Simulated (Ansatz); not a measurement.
Stretching the Sn1–H2 bond in H2Sn (SMILES [SnH2]) (multiplicity 1 held, fragments rigid). Energies count from the point at 1.780 Å.
Geometry at that point (charge 0, multiplicity 1):
```xyz
3

Sn     0.007    -0.001     0.048
H     -0.175    -1.251    -1.207
H     -0.154     1.279    -1.180
```

Restricted levels (R-, RO-) in cc, def2 and unpolarised 6-31G sets keep to the state of the molecule at rest. U- levels take the lowest unrestricted solution at each point, which mixes spins at long bonds. Active spaces are followed from a long bond inwards. Levels need not reach the same state.

Frozen-core correlation. Filled d and f shells under p-block atoms count as core.

Codes used: Ansatz (a program for electronic structure). Values without a source in brackets are computed. In def2 rows elements past Kr take small-core potentials, without spin–orbit coupling.

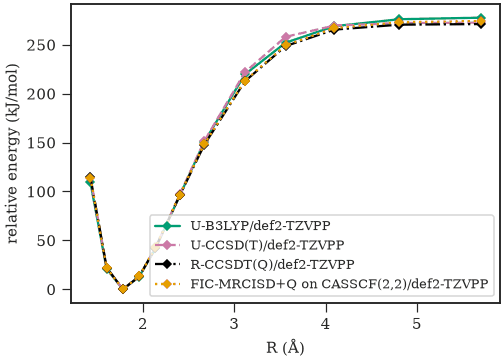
*Relative energy along the coordinate*

Doubts at one or more of the structures used: a spin-contaminated determinant (U-B3LYP/def2-TZVPP, U-CCSD(T)/def2-TZVPP); T1 above 0.05 (U-CCSD(T)/def2-TZVPP, R-CCSDT(Q)/def2-TZVPP); a restricted determinant that unrestricted orbitals would lower (R-CCSDT(Q)/def2-TZVPP); other coupled-cluster roots lie near (R-CCSDT(Q)/def2-TZVPP).
